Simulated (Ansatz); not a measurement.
# Effect of 2 layers on hypothetical P6_3/mmc PtSe2

The parent structure is PtSe2 in the 2H-MoS2 type structure (space group P6_3/mmc, No. 194; a = 3.571 Å, c = 10.964 Å; a hypothetical phase, not in the database extracts checked; layered, stacked along the Cartesian z axis).

The change: a free-standing slab of 2 layers (6 atoms, 3 a layer) is cut normal to the stacking axis, with 15 Å of vacuum and the in-plane cell relaxed.

All numbers come from PBE-D3(BJ)/PAW in Ansatz (a program for electronic structure), no spin-orbit coupling, earlier PAW set. Settings: 15×15×1 k-points, 0.05 eV Fermi–Dirac smearing, for the changed cell.

```json
[
 {"quantity": "layer's space group (with vacuum)", "base": "–", "changed": "P-3m1 (No. 164)", "shift": "–"},
 {"quantity": "shortest interatomic distance", "base": "256.3 pm", "changed": "253.2 pm", "shift": "-3.05 pm"},
 {"quantity": "band gap", "base": "zero", "changed": "zero", "shift": "–"},
 {"quantity": "excess energy per area of both faces (slab less bulk energy over the cell's area: twice a surface energy) (uncertain by up to 0.09 J/m²)", "base": "–", "changed": "0.9 J/m²", "shift": "–"},
 {"quantity": "thickness between the outermost nuclei", "base": "–", "changed": "8.61 Å", "shift": "–"},
 {"quantity": "in-plane lattice parameter a", "base": "357.1 pm", "changed": "356.4 pm", "shift": "-0.7 pm"}
]
```

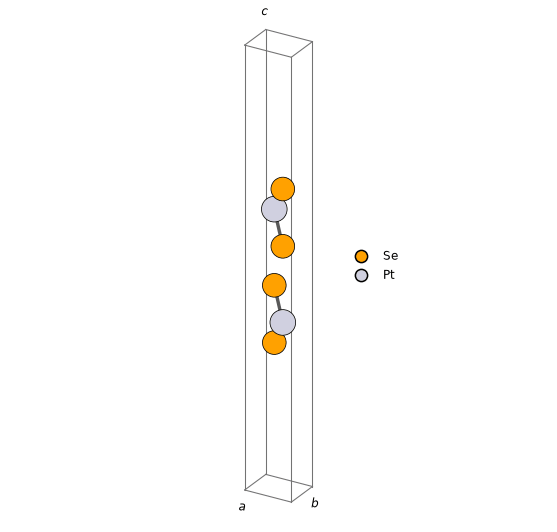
The relaxed cell after the change

Slab and bulk use different k-meshes, which limits the precision of the excess energy. Stability against distortions was not tested. All final runs are without spin polarisation. PtSe2 has a high density of states at the Fermi level and may be magnetic at this level.
